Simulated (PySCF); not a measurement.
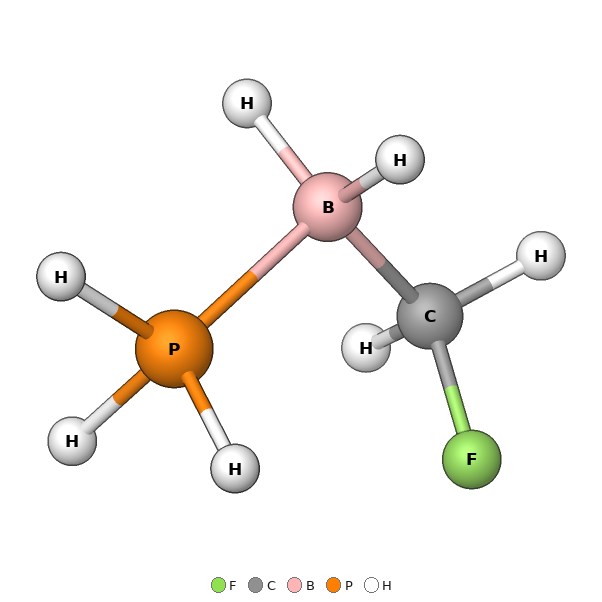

Ball-and-stick drawing of a structure. Every bond is drawn as one stick, whatever its order.

The computed structure is the end point of a PBE0-D3(BJ)/def2-SVP optimisation. No frequency run is at hand to confirm it as a minimum.

Description:

The molecule is CH₇BFP. As SMILES it reads `FC[BH2-][PH3+]`. It has no ring. Among its groups: C–F bond, B–H bond. The point group is C1. Coordination: 1 C tetrahedral; 1 B tetrahedral; 1 P tetrahedral.

The parts below concern this one geometry. Atoms keep their numbers from picture to picture.

### Shape

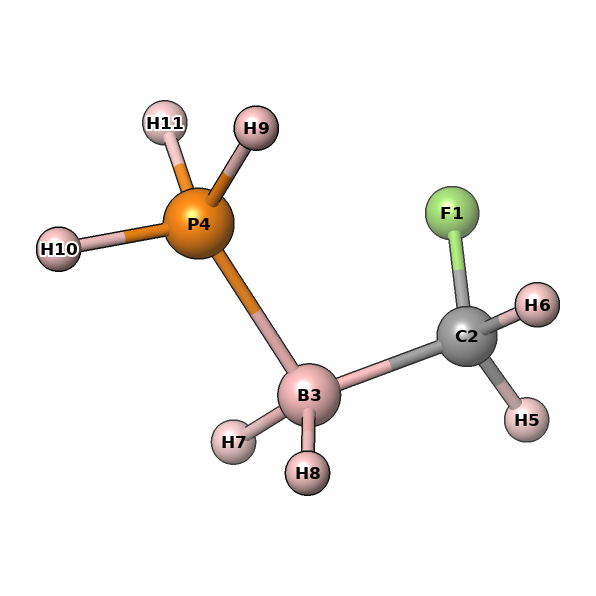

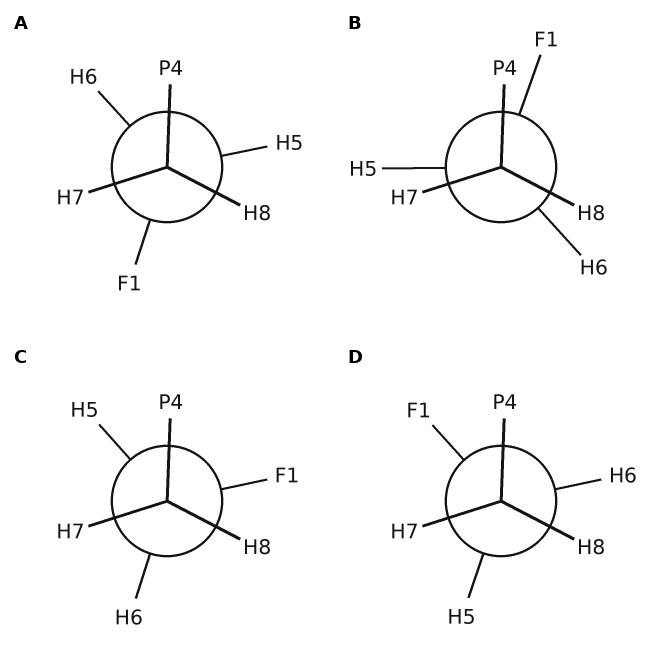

Distant atoms are faded towards the background colour. Bonds that would overlap in a projection are set slightly apart. No frequency run is at hand to confirm it as a minimum.

**Which Newman projection shows the view along B3–C2, with B3 in front?**

D. The torsion angle P4–B3–C2–F1 is −44°, synclinal (gauche).

### Excitation

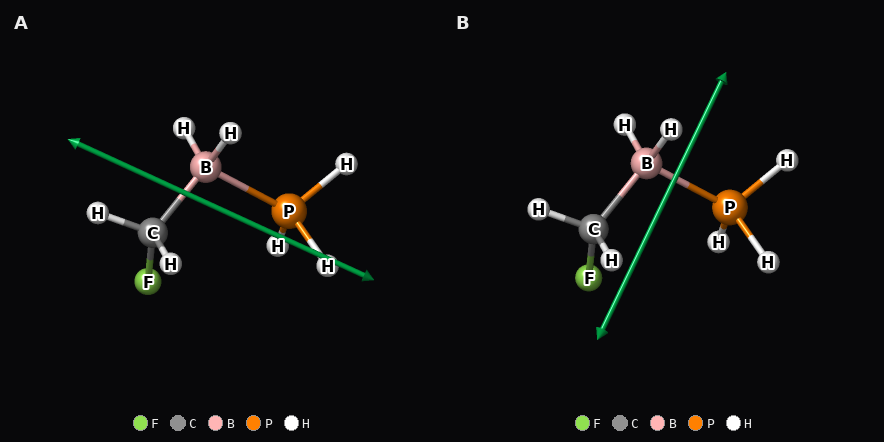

The double arrows show the directions of two transition dipoles from the ground state (lengths mean nothing). No frequency run is at hand to confirm it as a minimum. Properties computed with TDDFT PBE0/def2-SVP, vertical, gas phase, core orbitals frozen in the response (PySCF 2.14.0).

**One belongs to singlet state 6 and one to singlet state 7. Which is which?**

A: state 6, 7.92 eV (157 nm), oscillator strength 0.077, mainly HOMO−1 → LUMO+2 (weight 0.67).
B: state 7, 8.12 eV (153 nm), oscillator strength 0.020, mainly HOMO−2 → LUMO (weight 0.91).

### NMR shielding

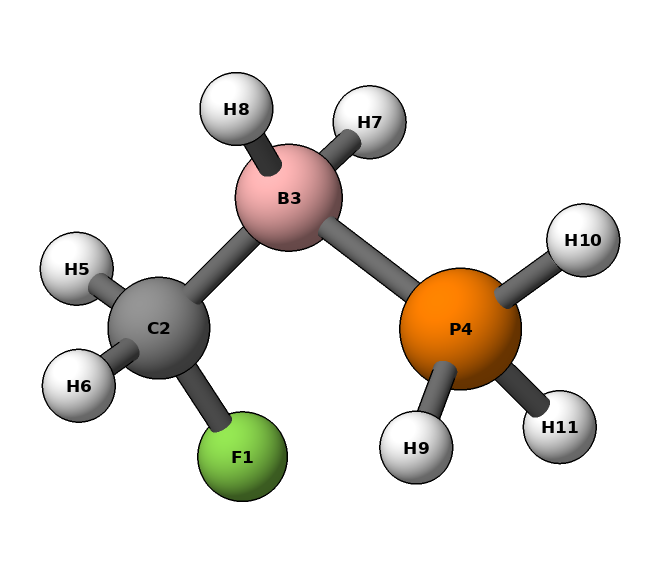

No frequency run is at hand to confirm it as a minimum. Method: GIAO PBE/pcSseg-2 NMR shielding, non-relativistic, gas phase (PySCF 2.14.0). Principal shieldings σ11 ≤ σ22 ≤ σ33, span Ω = σ33 − σ11, skew κ = 3(σiso − σ22)/Ω.

Give the shielding tensors of the P atoms.

```json
{"atom": "P4", "σ11": "395.5", "σ22": "407.9", "σ33": "489.9", "σiso": "431.1", "Ω": "94.5", "κ": "0.74"}
```

Shieldings and span in ppm.

### Levels of theory compared

No frequency run is at hand to confirm it as a minimum. Program: PySCF 2.14.0.

At this fixed geometry, give HOMO–LUMO gap (eV), HOMO energy (eV), polarisability (bohr³) at these levels: B3LYP/def2-SVPD; BHandHLYP/def2-SVPD; CAM-B3LYP/def2-SVPD; LC-wPBE/def2-SVPD; LDA/def2-SVPD; PBE/def2-SVPD; PBE0/6-31G*; PBE0/def2-SVP; PBE0/def2-SVPD; ωB97X-D/def2-SVPD.

| level | HOMO–LUMO gap (eV) | HOMO energy (eV) | polarisability (bohr³) |
| --- | --- | --- | --- |
| B3LYP/def2-SVPD | 7.70 | −7.95 | 59.5 |
| BHandHLYP/def2-SVPD | 10.21 | −9.60 | 57.0 |
| CAM-B3LYP/def2-SVPD | 10.37 | −9.62 | 58.5 |
| LC-wPBE/def2-SVPD | 12.77 | −10.92 | 57.0 |
| LDA/def2-SVPD | 5.93 | −6.75 | 62.9 |
| PBE/def2-SVPD | 5.94 | −6.64 | 61.7 |
| PBE0/6-31G* | 8.43 | −7.72 | 48.9 |
| PBE0/def2-SVP | 8.49 | −7.89 | 50.1 |
| PBE0/def2-SVPD | 8.22 | −8.15 | 59.0 |
| ωB97X-D/def2-SVPD | 11.80 | −10.07 | 58.4 |
